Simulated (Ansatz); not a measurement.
CdO (rock salt): energy against volume

CdO (rock salt)

```xyz
2
Lattice="0.0000 2.3838 2.3838 2.3838 0.0000 2.3838 2.3838 2.3838 0.0000" Properties=species:S:1:pos:R:3 pbc="T T T"
O      0.0000     0.0000     0.0000
Cd     2.3838     2.3838     2.3838
```

E(V) scan at fixed shape, V₀ the volume above. Symmetry pins the atoms to their sites.

Level of theory: PBE (plane waves to 420 eV, PAW, scalar-relativistic; Ansatz, a quantum-chemistry and plane-wave program). k mesh 13×13×13 (Γ-centred), Fermi-Dirac smearing 0.05 eV. The energy includes the smearing's −TS. Stress and pressure are positive under compression. CdO was relaxed with its symmetry unable to fall. The zero of ΔE is the relaxed starting cell.

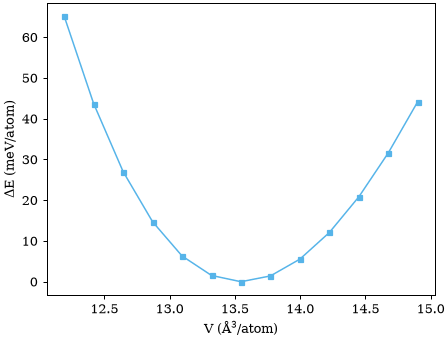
Fig. 1. ΔE (meV/atom) against V (Å³/atom); markers are the computed points, lines only join them.

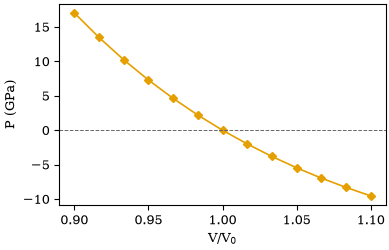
P (GPa) against V/V₀; markers are the computed points, lines only join them.

The energy cost of the largest compression is 65 meV/atom, the equilibrium volume of the fit is 13.55 Å³/atom and the pressure derivative B₀′ (fit) is 4.8. The bulk modulus B₀ (third-order Birch-Murnaghan fit) comes out as 126 GPa and the pressure for 5 % compression (fit) comes out as 7.3 GPa.

P = (3B₀/2)(x⁷ − x⁵)[1 + ¾(B₀′ − 4)(x² − 1)] with x = (1/0.95)^(1/3), B₀ = 126 GPa and B₀′ = 4.77.

(Under strain, the slope of the energy per volume gives the stress and its curvature an elastic modulus.)
